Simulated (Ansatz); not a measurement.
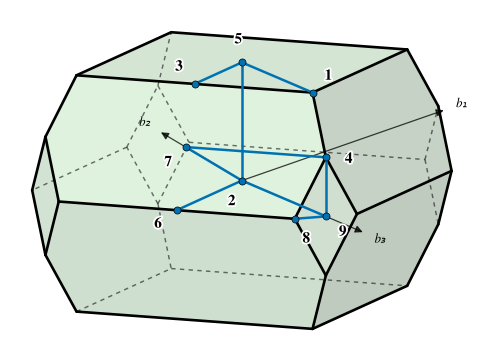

For TiO2, the input geometry of an electronic-structure calculation (not necessarily at equilibrium): the first Brillouin zone of a body-centred tetragonal lattice (tI; extended symbol tI2) is drawn with its special points numbered. Geometry calculated from the standardised cell; symmetry tolerance 0.002 Å.

a = 3.784 Å, b = 3.784 Å, c = 9.514 Å, α = 90.00°, β = 90.00°, γ = 90.00°.

Labels and path follow the convention of Hinuma et al. (2017), as computed by seekpath; the arrows show the directions of the reciprocal primitive vectors b₁, b₂, b₃, in which coordinates are given.

Which special point is each number?

Answer.
| no. | label | coordinates |
| --- | --- | --- |
| 1 | G | (1/2, 1/2, −0.079) |
| 2 | Γ | (0, 0, 0) |
| 3 | S | (0.290, 0.710, −0.290) |
| 4 | P | (1/4, 1/4, 1/4) |
| 5 | M | (1/2, 1/2, −1/2) |
| 6 | S₀ | (−0.290, 0.290, 0.290) |
| 7 | N | (0, 1/2, 0) |
| 8 | R | (−0.079, 0.079, 1/2) |
| 9 | X | (0, 0, 1/2) |
